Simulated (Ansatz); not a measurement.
# Ligand exchange: GeH3Cl + BH(CH3)I → GeH3I + BH(CH3)Cl

Species: GeH3Cl (chlorogermane) `[Cl][GeH3]`, singlet; BH(CH3)I, singlet; GeH3I `[GeH3][I]`, singlet; BH(CH3)Cl, singlet. The partners trade Cl for I: Ge–Cl and B–I bonds give way to Ge–I and B–Cl.

Shapes, held fixed at every level: PBE0-D4/def2-TZVP. Programs: Ansatz 0.2.0. The zero-point and thermal change to 298 K, harmonic and unscaled (PBE0-D4/def2-TZVP), is +0.7 kJ/mol.

```csv
level,kind,ΔH(298 K) (kJ/mol),less CCSD(T)/def2-TZVPP,CPU time (sum over the molecules)
SPW92/def2-TZVPP,LDA,-38.8,-7.0,6 s
B3LYP-D4/def2-TZVPP,global hybrid,-37.2,-5.4,17 s
PBE0-D4/def2-TZVPP,global hybrid,-37.4,-5.6,13 s
wB97X-V/def2-TZVPP,range-separated hybrid,-36.6,-4.8,33 s
MP2/def2-TZVPP,perturbation theory,-31.9,-0.1,–
CCSD(T)/def2-SVP,coupled cluster or CI,-45.2,-13.4,15 s
CCSD/def2-TZVPP,coupled cluster or CI,-32.9,-1.1,–
CCSD(T)/def2-TZVPP,coupled cluster or CI,-31.8,0.0,2.1 min
```

The highest level, CCSD(T)/def2-TZVPP, gives ΔH(298 K) = -31.8 kJ/mol; the levels span -45.2 to -31.8. The column of differences is taken from that level and isn't an error. No measured value is set beside it here. For atoms past krypton def2 sets carry core potentials with scalar relativity. Relativity is left out for Ge unless named. Correlated rows may include outer-core shells of Ge, I, which these sets cover unevenly. Times are processor times on shared x86 and Arm servers, and rough.

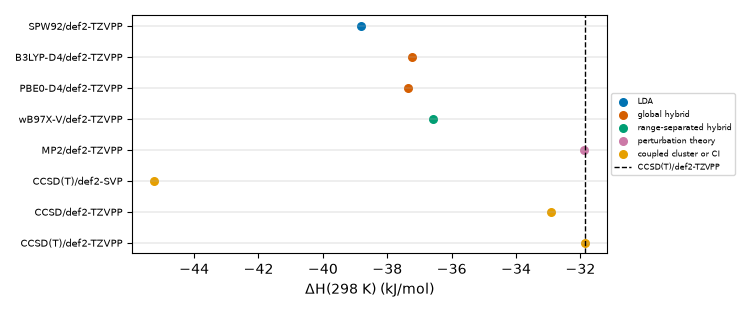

The values of the table, level by level.
